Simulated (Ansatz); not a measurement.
# MP2/6-31G(d) (spherical functions) run of C2H7NSi (SMILES C=N[SiH2]C)

What is the vertical singlet–triplet gap of C2H7NSi at MP2/6-31G* (spherical functions)? 

Program for the calculation: Ansatz 0.2.0.

63 further runs of the same task are left out: 63 set aside as unsound or not needed. Runs told in other sessions of the task aren't counted.

### Step 1. The system as given

The species is C2H7NSi (11 atoms), meant as a singlet with charge 0. SMILES: `C=N[SiH2]C`. The coordinates come from a PBE0-D4/def2-TZVP relaxation. This is one conformer, not always the lowest.

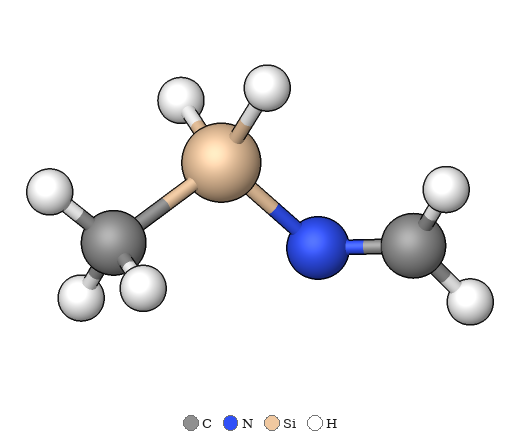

The structure, seen from a chosen angle (carbon grey, nitrogen blue, silicon light orange, hydrogen white).

### Step 2. A single-point energy at MP2/6-31G(d) (spherical functions)

Input file in.yaml:

```yaml
crystal:
  periodic: [false, false, false]
  atoms:
    - {symbol: C, position_ang: [-0.763200, 2.027200, 0.389900]}
    - {symbol: N, position_ang: [-0.749500, 1.001600, -0.336400]}
    - {symbol: Si, position_ang: [-0.379200, -0.602800, 0.247400]}
    - {symbol: C, position_ang: [1.068600, -1.271000, -0.713200]}
    - {symbol: H, position_ang: [-0.997700, 3.009000, -0.039500]}
    - {symbol: H, position_ang: [-0.550300, 2.023600, 1.471900]}
    - {symbol: H, position_ang: [-0.075100, -0.581600, 1.713400]}
    - {symbol: H, position_ang: [-1.590400, -1.434700, 0.023400]}
    - {symbol: H, position_ang: [0.849500, -1.270200, -1.783000]}
    - {symbol: H, position_ang: [1.292800, -2.296000, -0.407900]}
    - {symbol: H, position_ang: [1.959900, -0.662200, -0.545500]}
basis:
  gaussian:
    orbitals: 6-31G_st_-spherical.json
correlation:
  method: mp2
  frozen_orbitals: {C: 1, H: 0, "N": 1, Si: 5}
accuracy: high
```

The basis set 6-31G* is read from a file made from the Basis Set Exchange's data (not shown).

Started as:

```bash
$ ansatz run in.yaml --threads 1 --pin off --max-ram 3480MiB --events-out events.jsonl --progress --plain --runs-dir runs
```

Standard output:

```text
Warning: RAYON_NUM_THREADS=1 ignored (pool sized by the plan → 1); use --threads N
Functional definition: HF
  name "HF"
  exchange = exact_x
  correlation = 0
1802 factors; integrals over basis functions are off by at most 3.9e-9 eV
mean field evaluation 1: about -11512.0973 eV, gradient 3.3e1 eV
mean field evaluation 2: about -11512.2193 eV, gradient 3.3e1 eV
mean field evaluation 4: about -11515.0258 eV, gradient 3.9e0 eV
mean field evaluation 8: about -11515.0835 eV, gradient 7.0e-4 eV
mean field -11515.08347541 eV, -423.1715125174 hartree, gradient 2.8e-8 eV, S^2 0.000000; 0 other end points of the search recorded, 0 dependent functions left out
8 core orbitals not correlated: weight in the atoms' cores, before any rotation towards them, 1.000 or more for the frozen orbitals, at most 0.000 for the correlated occupied ones
reference -11515.08347541 eV, -423.1715125174 hartree; 12, 12 occupied and 54, 54 virtual orbitals, 1802 factors
second order -13.32000762 eV of doubles, -0.00000000 eV of singles
Total energy: -11528.40348303 eV, -423.6610137689 hartree
```

Run time: 2.8 s. Hardware: 1 thread of Arm Neoverse V1, shared host; peak memory 0.18 GiB.

### Step 3. The triplet at the same level

Input file molecule.yaml:

```yaml
basis:
  gaussian:
    orbitals: 6-31G_st_-spherical.json
crystal:
  periodic: [false, false, false]
  atoms:
    - {symbol: C, position_ang: [-0.763200, 2.027200, 0.389900]}
    - {symbol: N, position_ang: [-0.749500, 1.001600, -0.336400]}
    - {symbol: Si, position_ang: [-0.379200, -0.602800, 0.247400]}
    - {symbol: C, position_ang: [1.068600, -1.271000, -0.713200]}
    - {symbol: H, position_ang: [-0.997700, 3.009000, -0.039500]}
    - {symbol: H, position_ang: [-0.550300, 2.023600, 1.471900]}
    - {symbol: H, position_ang: [-0.075100, -0.581600, 1.713400]}
    - {symbol: H, position_ang: [-1.590400, -1.434700, 0.023400]}
    - {symbol: H, position_ang: [0.849500, -1.270200, -1.783000]}
    - {symbol: H, position_ang: [1.292800, -2.296000, -0.407900]}
    - {symbol: H, position_ang: [1.959900, -0.662200, -0.545500]}
magnetization:
  spin_polarized: true
  initial_magnetization: 2
correlation:
  method: mp2
  frozen_orbitals: {C: 1, H: 0, "N": 1, Si: 5}
accuracy: high
```

The basis set 6-31G* is read from a file made from the Basis Set Exchange's data (not shown).

Started as:

```bash
$ ansatz run molecule.yaml --threads 1 --pin off --max-ram 3480MiB --events-out events.jsonl --progress --plain --runs-dir runs
```

Standard output, cut to the lines that bear on the results:

```text
Warning: RAYON_NUM_THREADS=1 ignored (pool sized by the plan → 1); use --threads N
Functional definition: HF
  name "HF"
[...]
1802 factors; integrals over basis functions are off by at most 3.9e-9 eV
[...]
mean field -11512.02809449 eV, -423.0592293396 hartree, gradient 2.9e-8 eV, S^2 2.017795; 4 other end points of the search recorded, 0 dependent functions left out
8 core orbitals not correlated: weight in the atoms' cores, before any rotation towards them, 1.000 or more for the frozen orbitals, at most 0.000 for the correlated occupied ones
reference -11512.02809449 eV, -423.0592293396 hartree; 13, 11 occupied and 53, 55 virtual orbitals, 1802 factors
second order -12.19530599 eV of doubles, -0.00000000 eV of singles
Total energy: -11524.22340048 eV, -423.5073985684 hartree
```

It took 5.1 s on 1 thread of Arm Neoverse V1, shared host; peak memory 0.25 GiB.

### Step 4. Summary of results

At MP2/6-31G* (spherical functions), 8 core orbitals frozen:

```
                                            quantity          value
                               singlet: total energy  -423.66101 Eh
singlet: correlation energy (8 core orbitals frozen)     -489.5 mEh
                               triplet: total energy  -423.50740 Eh
triplet: correlation energy (8 core orbitals frozen)     -448.2 mEh
          triplet: ⟨S²⟩ of the reference determinant          2.018
    vertical energy of the triplet above the singlet       4.180 eV
```

**Reading.** At this shape the triplet lies 4.18 eV (96 kcal/mol) above the singlet.
